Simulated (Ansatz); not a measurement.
**CH3FS2: single-point calculation**

The run: single-point calculation of CH3FS2. Method and program: RKS PBE0/def2-TZVPP (Ansatz 0.2.0).

Some settings of this run were made unusual or wrong on purpose. The geometry comes from this level: PBE0-D4/def2-TZVP.

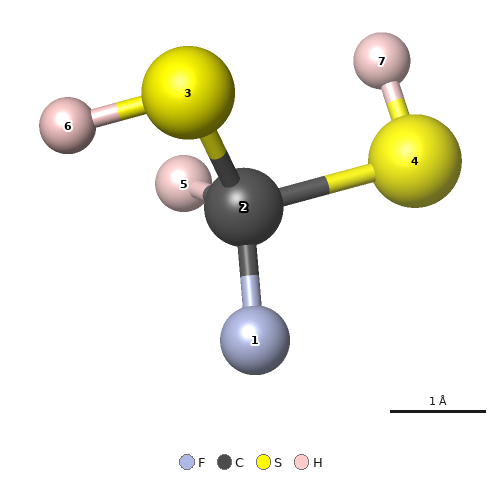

Figure 1. The structure (ball-and-stick view, seen at a tilt; atoms are numbered from 1 in the order of the input).

## The input
```yaml
crystal:
  periodic: [false, false, false]
  atoms:
    - {symbol: F, position_ang: [-0.937299, -1.575701, 0.316292]}
    - {symbol: C, position_ang: [-0.237106, -0.375168, 0.088356]}
    - {symbol: S, position_ang: [1.322795, 0.174941, 0.658925]}
    - {symbol: S, position_ang: [-0.221310, -0.311052, -1.847097]}
    - {symbol: H, position_ang: [-0.968604, 0.561207, 0.369729]}
    - {symbol: H, position_ang: [0.877071, 0.407327, 1.885355]}
    - {symbol: H, position_ang: [0.074086, 0.816215, -1.842079]}
basis:
  gaussian: {orbitals: def2-TZVPP, final_grid: {core_spheres: 20, valence_spheres: 16, degree: 47}, nuclear_model: gaussian}
hamiltonian: {xc: {name: PBE0}, dispersion: d4}
```

Machine: 2 threads of Arm Neoverse V1, 23 GiB of memory available, shared host.

Launched with:
```bash
ansatz run in.yaml --threads 2 --pin off --events-out ev --progress --plain --max-ram 4352MiB
```

## Output
```
Functional definition: PBE0
  name "PBE0"
  cite "Adamo & Barone, J. Chem. Phys. 110, 6158 (1999) doi:10.1063/1.478522"
  cite "Perdew, Burke & Ernzerhof, Phys. Rev. Lett. 77, 3865 (1996) doi:10.1103/PhysRevLett.77.3865"
  parent pbe
  parameter a = 0.25
  parameter kappa = 0.804
  parameter beta = 0.06672455060314922
  exchange = (1 - a)*pbe_x(kappa = kappa, mu = beta*pi^2/3) + a*exact_x
  correlation = pbe_c(beta = beta)
1143 factors; their error is unknown
mean field evaluation 1: about -25461.3833 eV, gradient 2.6e1 eV
mean field evaluation 2: about -25461.0692 eV, gradient 3.1e1 eV
mean field evaluation 4: about -25462.6225 eV, gradient 1.2e0 eV
mean field evaluation 8: about -25462.6501 eV, gradient 3.3e-2 eV
mean field -25462.65005267 eV, -935.7351302314 hartree, gradient 3.8e-5 eV, S^2 0.000000; 0 other end points of the search recorded, 0 dependent functions left out
reference -25462.65007681 eV, -935.7351311187 hartree; 25, 25 occupied and 163, 163 virtual orbitals, 1143 factors
Total energy: -25462.78094014 eV, -935.7399402572 hartree
```

## What the run reported

| quantity | value |
| --- | --- |
| outcome | converged |
| total energy | −25462.7809 eV |
| mean-field energy | −25462.6501 eV |
| dispersion energy | −0.1309 eV |
| SCF solution under orbital rotations | stable |
| wall time | 4.1 s (CPU time 7.9 s) |
| peak memory | 0.33 GiB |

This input holds a deliberate fault: damping. The run converged all the same; its numbers are those of the faulty input and shouldn't be used.
